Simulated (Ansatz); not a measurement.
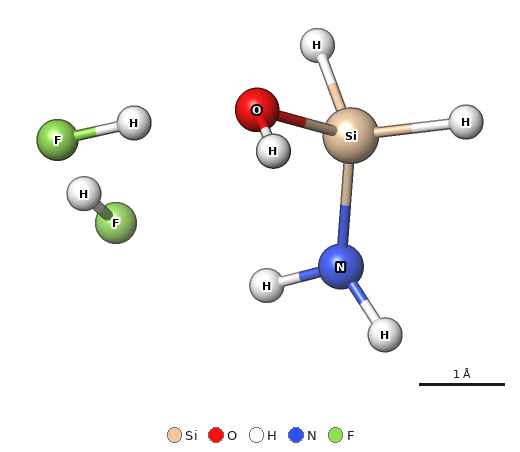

**Figure 1.** The structure as given in the input (ball-and-stick view, seen at a tilt).

Run report: SiNH$_{7}$OF$_{2}$, nudged elastic band

- system: SiNH$_{7}$OF$_{2}$
- method: RKS BLYP/def2-SVP (Ansatz 0.2.0)

It belongs to a series of runs on one base structure; here: band between the two ends.

**The program's output**
```
Engine: ansatz 0.2.0, x86_64-unknown-linux-gnu
Functional definition: BLYP
  parameter beta = 0.0042
  parameter a = 0.04918
  parameter b = 0.132
  parameter c = 0.2533
  parameter d = 0.349
  exchange = b88_x(beta = beta)
  correlation = lyp_c(a = a, b = b, c = c, d = d)
1213 factors; their error is unknown
mean field evaluation 1: about -16939.5147 eV, gradient 8.9e1 eV
mean field evaluation 2: about -16896.9968 eV, gradient 1.6e2 eV
mean field evaluation 4: about -16953.1524 eV, gradient 1.4e1 eV
mean field evaluation 8: about -16953.4721 eV, gradient 1.5e-1 eV
mean field evaluation 16: about -16953.4035 eV, gradient 1.5e-3 eV
mean field -16953.40348538 eV, -623.0260866579 hartree, gradient 6.2e-5 eV, S^2 0.000000; 0 other end points of the search recorded, 0 dependent functions left out
the calculation of the forces begins
reference -16953.40381614 eV, -623.0260988132 hartree; 27, 27 occupied and 82, 82 virtual orbitals, 1213 factors
1213 factors; their error is unknown
mean field evaluation 32: about -16953.7076 eV, gradient 1.2e-2 eV
mean field -16953.70762987 eV, -623.0372637620 hartree, gradient 7.1e-5 eV, S^2 0.000000; 0 other end points of the search recorded, 0 dependent functions left out
[... from here on the field's lines of each further geometry are left out, up to the last ...]
NEB iter   1: max|band force component| = 4.286e1 eV/Å  barrier→ = 9.2080 eV  barrier← = 9.5121 eV  Δτ_max = 0.1977 Å  (196 SCF iters)
NEB iter   2: max|band force component| = 3.481e0 eV/Å  barrier→ = 2.0554 eV  barrier← = 2.3596 eV  Δτ_max = 0.1987 Å  (157 SCF iters)
NEB iter   3: max|band force component| = 1.844e0 eV/Å  barrier→ = 1.1618 eV  barrier← = 1.4660 eV  Δτ_max = 0.2000 Å  (163 SCF iters)
NEB iter   4: max|band force component| = 1.315e0 eV/Å  barrier→ = 0.8823 eV  barrier← = 1.1864 eV  Δτ_max = 0.1958 Å  (159 SCF iters)
NEB iter   5: max|band force component| = 2.157e0 eV/Å  barrier→ = 0.7359 eV  barrier← = 1.0401 eV  Δτ_max = 0.0992 Å  (150 SCF iters)
NEB iter   6: max|band force component| = 2.654e0 eV/Å  barrier→ = 0.5689 eV  barrier← = 0.8731 eV  Δτ_max = 0.0501 Å  (151 SCF iters)
NEB iter   7: max|band force component| = 1.495e0 eV/Å  barrier→ = 0.5622 eV  barrier← = 0.8663 eV  Δτ_max = 0.1019 Å  (142 SCF iters)
NEB iter   8: max|band force component| = 6.190e-1 eV/Å  barrier→ = 0.6095 eV  barrier← = 0.9136 eV  Δτ_max = 0.1496 Å  (143 SCF iters)
NEB iter   9: max|band force component| = 4.479e-1 eV/Å  barrier→ = 0.6197 eV  barrier← = 0.9239 eV  CI = image 2  Δτ_max = 0.1972 Å  (141 SCF iters)
NEB iter  10: max|band force component| = 5.539e-1 eV/Å  barrier→ = 0.5260 eV  barrier← = 0.8301 eV  CI = image 2  Δτ_max = 0.0989 Å  (141 SCF iters)
NEB iter  11: max|band force component| = 4.487e-1 eV/Å  barrier→ = 0.5048 eV  barrier← = 0.8089 eV  CI = image 2  Δτ_max = 0.2000 Å  (141 SCF iters)
NEB iter  12: max|band force component| = 5.194e-1 eV/Å  barrier→ = 0.4408 eV  barrier← = 0.7450 eV  CI = image 2  Δτ_max = 0.1003 Å  (150 SCF iters)
NEB iter  13: max|band force component| = 4.791e-1 eV/Å  barrier→ = 0.4152 eV  barrier← = 0.7194 eV  CI = image 2  Δτ_max = 0.1007 Å  (141 SCF iters)
NEB iter  14: max|band force component| = 3.853e-1 eV/Å  barrier→ = 0.4039 eV  barrier← = 0.7080 eV  CI = image 2  Δτ_max = 0.0996 Å  (143 SCF iters)
NEB iter  15: max|band force component| = 2.803e-1 eV/Å  barrier→ = 0.4015 eV  barrier← = 0.7056 eV  CI = image 2  Δτ_max = 0.1022 Å  (144 SCF iters)
NEB iter  16: max|band force component| = 4.896e-1 eV/Å  barrier→ = 0.3989 eV  barrier← = 0.7030 eV  CI = image 2  Δτ_max = 0.0504 Å  (145 SCF iters)
NEB iter  17: max|band force component| = 1.684e-1 eV/Å  barrier→ = 0.3960 eV  barrier← = 0.7001 eV  CI = image 2  Δτ_max = 0.0515 Å  (143 SCF iters)
NEB iter  18: max|band force component| = 9.514e-2 eV/Å  barrier→ = 0.3956 eV  barrier← = 0.6997 eV  CI = image 2  Δτ_max = 0.0181 Å  (141 SCF iters)
NEB iter  19: max|band force component| = 5.152e-2 eV/Å  barrier→ = 0.3954 eV  barrier← = 0.6995 eV  CI = image 2  Δτ_max = 0.0303 Å  (148 SCF iters)
the calculation of the forces begins
reference -16953.66975053 eV, -623.0358717220 hartree; 27, 27 occupied and 82, 82 virtual orbitals, 1213 factors
1213 factors; their error is unknown
mean field evaluation 896: about -16953.0082 eV, gradient 1.4e-3 eV
mean field -16953.00815177 eV, -623.0115584157 hartree, gradient 8.5e-6 eV, S^2 0.000000; 1 other end points of the search recorded, 0 dependent functions left out
the calculation of the forces begins
reference -16953.00848716 eV, -623.0115707413 hartree; 27, 27 occupied and 82, 82 virtual orbitals, 1213 factors
NEB iter  20: max|band force component| = 3.118e-2 eV/Å  barrier→ = 0.3953 eV  barrier← = 0.6995 eV  CI = image 2  Δτ_max = 0.0000 Å  (275 SCF iters)
```

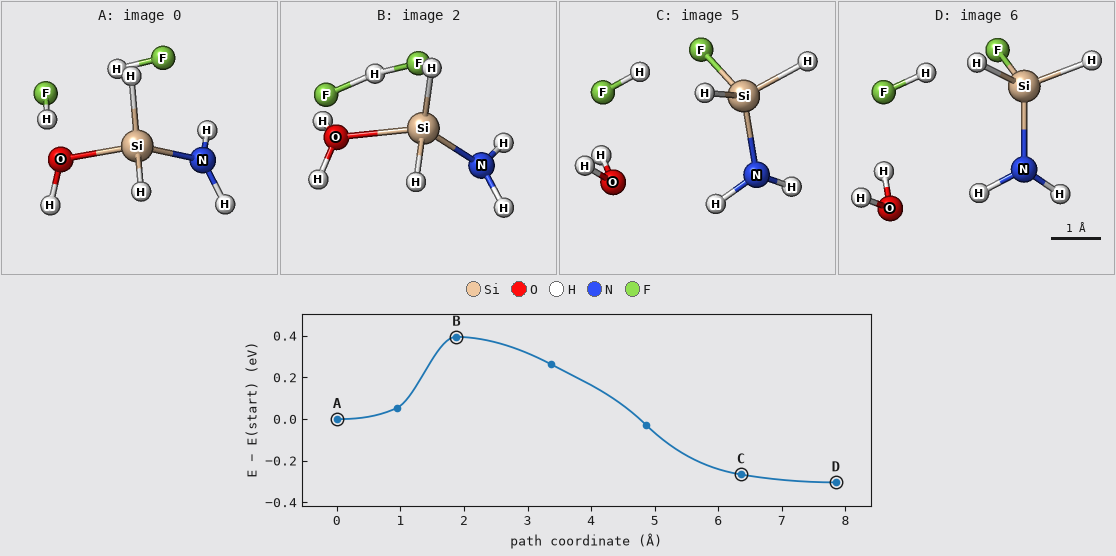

**Figure 2.** Images of the last band (counted from 0; ball-and-stick, seen at a tilt) above the energy along the path; the line is a cubic interpolation that uses the forces. The highest image is number 2, 0.395 eV above the start and 0.699 eV above the end (the climbing image); the end lies 0.304 eV below the start. The path is 7.84 Å long. The band converged in 20 iterations.

```
Total energy: -16953.00848716 eV, -623.0115707413 hartree
Atom 0 at    -0.279154    -0.887482     0.070222 Å, force    -0.001934     0.000371     0.003478 eV/Å
Atom 1 at    -0.642095     0.537750     1.193606 Å, force     0.004986     0.004751     0.005079 eV/Å
Atom 2 at    -1.741786    -1.308992     0.115258 Å, force    -0.006290     0.003380     0.000594 eV/Å
Atom 3 at     0.420995    -1.952943     0.839424 Å, force     0.005417     0.001905    -0.000641 eV/Å
Atom 4 at    -0.164496    -0.590701    -1.624026 Å, force     0.006684    -0.001049    -0.017793 eV/Å
Atom 5 at     1.494475     1.101692     0.440282 Å, force    -0.001960     0.011255     0.003370 eV/Å
Atom 6 at     1.555396    -0.006051     0.125785 Å, force    -0.000522    -0.009564     0.002089 eV/Å
Atom 7 at     0.076572     1.425870     1.129402 Å, force    -0.001107    -0.000218     0.001443 eV/Å
Atom 8 at     1.078508     2.104538     0.862699 Å, force     0.000427    -0.007497    -0.005729 eV/Å
Atom 9 at    -1.587642     0.781432     1.197064 Å, force    -0.002792    -0.005420    -0.002376 eV/Å
Atom 10 at     0.713560    -0.362366    -2.091940 Å, force    -0.000992     0.001591     0.003874 eV/Å
Atom 11 at    -0.924133    -0.842646    -2.257773 Å, force    -0.001917     0.000494     0.006612 eV/Å
Dipole moment:    -0.484526     0.085266    -0.194569 e Å
this run last wrote the band of iteration 20 to [file]
```

**The last band as extended XYZ (Å, eV, eV/Å)**
```
12
Properties=species:S:1:pos:R:3:forces:R:3 image=0 energy=-16953.40348
Si   -0.7036   -1.0233    0.1749   -0.0161  -0.0237  -0.0224
O    -0.9673    0.4254    1.1194   -0.0119   0.0232   0.0106
H    -2.0158   -1.7422    0.1557    0.0074   0.0039   0.0002
H     0.3492   -1.6873    0.9855    0.0011  -0.0022  -0.0003
N    -0.1972   -0.7578   -1.4417    0.0121  -0.0232   0.0270
H     1.8762    1.0951    0.0982    0.0027   0.0060   0.0015
F     2.2315    0.4787   -0.5595   -0.0039   0.0011  -0.0007
H     0.2349    1.3393    1.2345   -0.0038   0.0053   0.0086
F     1.0663    1.8799    1.1728    0.0063  -0.0003  -0.0066
H    -1.7539    0.9449    0.8598    0.0048  -0.0063   0.0033
H     0.7204   -0.3097   -1.5735    0.0040  -0.0012  -0.0194
H    -0.8406   -0.6430   -2.2261   -0.0028   0.0173  -0.0020
12
Properties=species:S:1:pos:R:3:forces:R:3 image=1 energy=-16953.35089
Si   -0.5792   -0.9915    0.1118   -0.0542  -0.0173   0.0135
O    -0.7756    0.4347    1.1189   -0.0254  -0.0257  -0.0116
H    -1.9561   -1.5796    0.1251   -0.0391  -0.0485  -0.0010
H     0.4103   -1.8147    0.8468   -0.0040   0.0244  -0.0006
N    -0.2025   -0.7264   -1.5427   -0.0086  -0.0256   0.0127
H     1.7712    1.0460    0.2968    0.0516  -0.0138  -0.0240
F     2.0192    0.1886   -0.0945    0.0833   0.0371  -0.0395
H     0.2224    1.5273    1.1135    0.0289   0.0226  -0.0028
F     0.9866    2.1587    0.9747   -0.0179   0.0082   0.0216
H    -1.6895    0.7774    1.1303   -0.0191  -0.0007  -0.0129
H     0.7109   -0.3524   -1.8117    0.0013   0.0043   0.0501
H    -0.9173   -0.6681   -2.2690    0.0034   0.0351  -0.0054
12
Properties=species:S:1:pos:R:3:forces:R:3 image=2 energy=-16953.00815
Si   -0.2792   -0.8875    0.0702   -0.0019   0.0004   0.0035
O    -0.6421    0.5377    1.1936    0.0050   0.0048   0.0051
H    -1.7418   -1.3090    0.1153   -0.0063   0.0034   0.0006
H     0.4210   -1.9529    0.8394    0.0054   0.0019  -0.0006
N    -0.1645   -0.5907   -1.6240    0.0067  -0.0010  -0.0178
H     1.4945    1.1017    0.4403   -0.0020   0.0113   0.0034
F     1.5554   -0.0061    0.1258   -0.0005  -0.0096   0.0021
H     0.0766    1.4259    1.1294   -0.0011  -0.0002   0.0014
F     1.0785    2.1045    0.8627    0.0004  -0.0075  -0.0057
H    -1.5876    0.7814    1.1971   -0.0028  -0.0054  -0.0024
H     0.7136   -0.3624   -2.0919   -0.0010   0.0016   0.0039
H    -0.9241   -0.8426   -2.2578   -0.0019   0.0005   0.0066
12
Properties=species:S:1:pos:R:3:forces:R:3 image=3 energy=-16953.14021
Si   -0.0183   -1.1976   -0.0902    0.0494  -0.0485  -0.0114
O    -0.9029    0.8796    1.5678   -0.0498   0.0477   0.0771
H    -1.4504   -1.1976    0.3182    0.0461   0.0084   0.0463
H     0.5570   -2.5171    0.3152    0.0243  -0.0962  -0.1018
N    -0.0587   -0.7217   -1.7442    0.0113  -0.0269  -0.0515
H     1.4350    1.3100    0.5592   -0.0189   0.0670   0.0144
F     1.2737   -0.2697    0.4959   -0.0390  -0.0438   0.0615
H    -0.2418    1.5889    1.3809   -0.0451   0.0362   0.0393
F     1.2649    2.2483    0.6851    0.0405   0.0021  -0.0416
H    -1.7148    1.1916    1.1249   -0.0199   0.0741  -0.0073
H     0.7750   -0.5844   -2.3185    0.0118  -0.0380  -0.0303
H    -0.9185   -0.7301   -2.2941   -0.0107   0.0179   0.0054
12
Properties=species:S:1:pos:R:3:forces:R:3 image=4 energy=-16953.43088
Si    0.0704   -1.3294   -0.0946    0.0106  -0.0518  -0.0100
O    -1.1903    1.2450    0.7707   -0.0797   0.0887  -0.2012
H    -1.2465   -1.3863    0.5835    0.0462  -0.0384   0.0645
H     0.7775   -2.6403   -0.0110    0.0567  -0.0361  -0.0820
N    -0.1301   -0.8626   -1.7358   -0.0104  -0.0325   0.0124
H     1.4448    1.2496    0.7252   -0.0082  -0.0179   0.0473
F     1.1823   -0.3607    0.7348   -0.0042  -0.0152   0.0658
H    -0.3977    1.7828    1.0018   -0.0352   0.0573  -0.0993
F     1.3664    2.2009    0.8003    0.0297  -0.0155   0.0281
H    -1.6666    1.1350    1.6130    0.0096  -0.0189   0.1322
H     0.6616   -0.8207   -2.3825   -0.0317  -0.0518  -0.0263
H    -0.8717   -0.2132   -2.0054    0.0166   0.1321   0.0687
12
Properties=species:S:1:pos:R:3:forces:R:3 image=5 energy=-16953.66941
Si    0.2248   -1.4351   -0.0528    0.0078   0.0010   0.0132
O    -1.2781    1.4052    0.3011    0.0001   0.0037  -0.0245
H    -0.8755   -1.6090    0.9325    0.0116  -0.0098   0.0131
H     0.9420   -2.7039   -0.3683    0.0064  -0.0064  -0.0133
N    -0.3300   -0.7194   -1.5034   -0.0032   0.0160   0.0066
H     1.4572    1.0776    0.9511    0.0026  -0.0078   0.0109
F     1.3975   -0.5296    0.7773    0.0050  -0.0059  -0.0030
H    -0.4217    1.8210    0.5676   -0.0078   0.0026  -0.0144
F     1.3012    2.0227    1.0070   -0.0046  -0.0085   0.0092
H    -1.7454    1.2823    1.1498   -0.0009   0.0057  -0.0171
H     0.2182   -0.7482   -2.3663   -0.0196   0.0030   0.0013
H    -0.8901    0.1365   -1.3957    0.0026   0.0062   0.0182
12
Properties=species:S:1:pos:R:3:forces:R:3 image=6 energy=-16953.70763
Si    0.4392   -1.5171   -0.0636    0.0059   0.0112  -0.0041
O    -1.3466    1.7966   -0.0580    0.0025  -0.0008  -0.0155
H    -0.3848   -1.7097    1.1636   -0.0008  -0.0021   0.0004
H     1.0345   -2.7701   -0.6069    0.0004   0.0010  -0.0006
N    -0.4564   -0.6930   -1.2604    0.0092   0.0053  -0.0019
H     1.4490    0.8275    1.0736    0.0014   0.0026  -0.0056
F     1.7832   -0.6427    0.5051   -0.0139  -0.0124  -0.0067
H    -0.4870    1.9034    0.4186    0.0014  -0.0012   0.0008
F     1.0258    1.6370    1.3723    0.0001   0.0048   0.0091
H    -1.9811    1.6457    0.6699   -0.0076   0.0004   0.0116
H    -0.1256   -0.6590   -2.2290   -0.0049  -0.0069   0.0102
H    -0.9500    0.1814   -0.9851    0.0063  -0.0018   0.0024
```

The run was set up as follows.

**Input file**
```yaml
crystal:
  periodic: [false, false, false]
  atoms:
    - { symbol: Si, position_ang: [-0.703561, -1.023348, 0.174934] }
    - { symbol: O, position_ang: [-0.967329, 0.425405, 1.119377] }
    - { symbol: H, position_ang: [-2.015814, -1.742177, 0.155733] }
    - { symbol: H, position_ang: [0.349214, -1.687281, 0.985489] }
    - { symbol: "N", position_ang: [-0.197151, -0.757759, -1.441657] }
    - { symbol: H, position_ang: [1.876151, 1.095143, 0.098171] }
    - { symbol: F, position_ang: [2.231529, 0.478658, -0.559518] }
    - { symbol: H, position_ang: [0.234944, 1.339328, 1.234487] }
    - { symbol: F, position_ang: [1.066331, 1.879889, 1.172835] }
    - { symbol: H, position_ang: [-1.753864, 0.944949, 0.859796] }
    - { symbol: H, position_ang: [0.720387, -0.309671, -1.573541] }
    - { symbol: H, position_ang: [-0.840638, -0.643035, -2.226103] }
basis:
  gaussian: { orbitals: def2-SVP }
hamiltonian:
  xc: blyp
neb:
  order_check: false
  images: 5
  f_tol: 0.05
  max_iterations: 60
  final_atoms:
    - { symbol: Si, position_ang: [0.43919386, -1.51710344, -0.06363511] }
    - { symbol: O, position_ang: [-1.34662277, 1.796633, -0.0580195] }
    - { symbol: H, position_ang: [-0.38480684, -1.70968747, 1.16355184] }
    - { symbol: H, position_ang: [1.03453375, -2.77014493, -0.60693597] }
    - { symbol: "N", position_ang: [-0.45644874, -0.69300151, -1.26040912] }
    - { symbol: H, position_ang: [1.44901256, 0.8274744, 1.07359906] }
    - { symbol: F, position_ang: [1.78320414, -0.64266291, 0.50513184] }
    - { symbol: H, position_ang: [-0.48701986, 1.90343364, 0.41862914] }
    - { symbol: F, position_ang: [1.02578512, 1.6370499, 1.37231286] }
    - { symbol: H, position_ang: [-1.98105377, 1.64568944, 0.66987952] }
    - { symbol: H, position_ang: [-0.125571, -0.65901449, -2.22900284] }
    - { symbol: H, position_ang: [-0.95000744, 0.18143538, -0.98509871] }
  initial_path:
    images:
      - { positions_ang: [[-0.703561, -1.023348, 0.174934], [-0.967329, 0.425405, 1.119377], [-2.015814, -1.742177, 0.155733], [0.349214, -1.687281, 0.985489], [-0.197151, -0.757759, -1.441657], [1.876151, 1.095143, 0.098171], [2.231529, 0.478658, -0.559518], [0.234944, 1.339328, 1.234487], [1.066331, 1.879889, 1.172835], [-1.753864, 0.944949, 0.859796], [0.720387, -0.309671, -1.573541], [-0.840638, -0.643035, -2.226103]] }
      - { positions_ang: [[-0.55772171, -1.02162641, 0.13654991], [-0.89175853, 0.47629101, 1.17294708], [-1.90451902, -1.64140682, 0.14359874], [0.38952051, -1.78840249, 0.93729941], [-0.20813239, -0.66350226, -1.48316897], [1.76724516, 1.08115037, 0.20448821], [1.9938728, 0.28096789, -0.3201312], [0.19224001, 1.39588192, 1.19417173], [1.0782536, 1.95360213, 1.04396239], [-1.7018631, 0.9328333, 0.91534351], [0.69306994, -0.28255439, -1.71927973], [-0.85000827, -0.72313325, -2.22577808]] }
      - { positions_ang: [[-0.41188243, -1.01990481, 0.09816582], [-0.81618806, 0.52717703, 1.22651715], [-1.79322404, -1.54063665, 0.13146448], [0.42982702, -1.88952397, 0.88910983], [-0.21911378, -0.56924552, -1.52468094], [1.65833932, 1.06715775, 0.31080541], [1.7562166, 0.08327777, -0.0807444], [0.14953602, 1.45243584, 1.15385647], [1.09017621, 2.02731526, 0.91508978], [-1.64986219, 0.92071759, 0.97089101], [0.66575287, -0.25543779, -1.86501847], [-0.85937854, -0.80323151, -2.22545315]] }
      - { positions_ang: [[-0.26604314, -1.01818322, 0.05978173], [-0.74061759, 0.57806304, 1.28008723], [-1.68192906, -1.43986647, 0.11933022], [0.47013352, -1.99064546, 0.84092024], [-0.23009517, -0.47498877, -1.56619292], [1.54943348, 1.05316512, 0.41712262], [1.5185604, -0.11441234, 0.1586424], [0.10683203, 1.50898976, 1.1135412], [1.10209881, 2.1010284, 0.78621717], [-1.59786129, 0.90860189, 1.02643852], [0.63843581, -0.22832118, -2.0107572], [-0.86874881, -0.88332976, -2.22512823]] }
      - { positions_ang: [[-0.03096414, -1.18448996, 0.01864279], [-0.94261932, 0.98425303, 0.83405165], [-1.24955499, -1.5298068, 0.4674041], [0.65826693, -2.25047861, 0.3583015], [-0.30554636, -0.54765968, -1.46426499], [1.51595984, 0.97793488, 0.6359481], [1.60677498, -0.29049587, 0.27413888], [-0.0911186, 1.64047105, 0.88190385], [1.07666092, 1.9463689, 0.9815824], [-1.72559211, 1.15429774, 0.90758552], [0.38376687, -0.37188562, -2.08350575], [-0.89583502, -0.52840805, -1.81178506]] }
      - { positions_ang: [[0.20411486, -1.3507967, -0.02249616], [-1.14462105, 1.39044302, 0.38801608], [-0.81718092, -1.61974714, 0.81547797], [0.84640034, -2.51031177, -0.12431724], [-0.38099755, -0.6203306, -1.36233705], [1.4824862, 0.90270464, 0.85477358], [1.69498956, -0.46657939, 0.38963536], [-0.28906923, 1.77195234, 0.65026649], [1.05122302, 1.7917094, 1.17694763], [-1.85332294, 1.39999359, 0.78873252], [0.12909794, -0.51545005, -2.15625429], [-0.92292123, -0.17348633, -1.39844189]] }
      - { positions_ang: [[0.43919386, -1.51710344, -0.06363511], [-1.34662277, 1.796633, -0.0580195], [-0.38480684, -1.70968747, 1.16355184], [1.03453375, -2.77014493, -0.60693597], [-0.45644874, -0.69300151, -1.26040912], [1.44901256, 0.8274744, 1.07359906], [1.78320414, -0.64266291, 0.50513184], [-0.48701986, 1.90343364, 0.41862914], [1.02578512, 1.6370499, 1.37231286], [-1.98105377, 1.64568944, 0.66987952], [-0.125571, -0.65901449, -2.22900284], [-0.95000744, 0.18143538, -0.98509871]] }
```

Launched with:
```bash
ansatz run input.yaml --threads 2 --pin off --max-ram 3072MiB --backend cpu --events-out ev --progress --plain --runs-dir out
```

**Results in brief**

```csv
quantity,value
outcome,converged
"barrier, forward",0.395 eV
"barrier, backward",0.700 eV
hardware,"2 threads of Intel Xeon (Sapphire Rapids), 16 GiB of memory available, shared host"
wall time,2.7 min (CPU time 5.1 min)
peak memory,0.16 GiB
```

**Remarks**

The order of the saddle point was not checked.
